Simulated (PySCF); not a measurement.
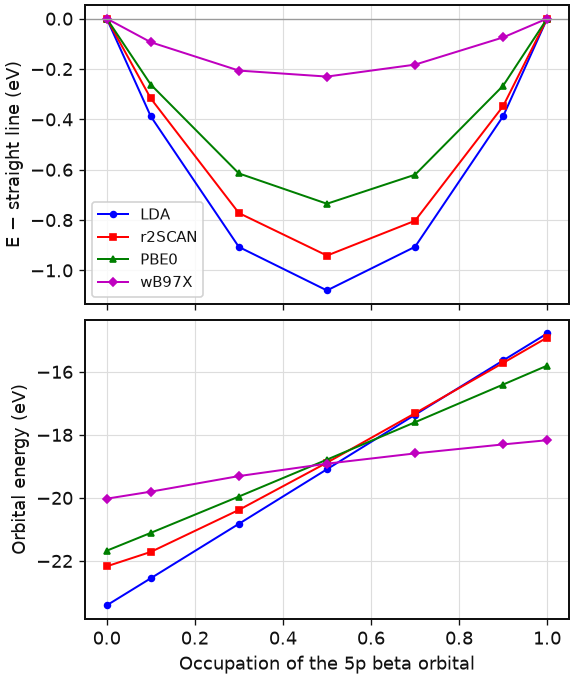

One 5p beta orbital of I⁺ ([Kr] 4d¹⁰ 5s² 5p⁴) is emptied in steps. The plot gives the energy less the straight line between the integer ends; the lower panel gives the orbital energy. PySCF, x2c-TZVPall, spin-free X2C-1e, unrestricted single determinants, no spin-orbit coupling.

Question: What do the curves say about each method?

Answer: LDA: convex (delocalisation error), largest departure −1.1 eV, removal energy 19.10 eV, orbital energy from −14.8 eV when full to −23.4 eV when empty; r2SCAN: convex (delocalisation error), largest departure −0.94 eV, removal energy 18.80 eV, orbital energy from −14.9 eV when full to −22.2 eV when empty; PBE0: convex (delocalisation error), largest departure −0.74 eV, removal energy 18.77 eV, orbital energy from −15.8 eV when full to −21.7 eV when empty; wB97X: convex (delocalisation error), largest departure −0.23 eV, removal energy 18.99 eV, orbital energy from −18.2 eV when full to −20.0 eV when empty. The measured removal energy is 19.13 eV. The exact energy is a straight line between whole electron numbers.
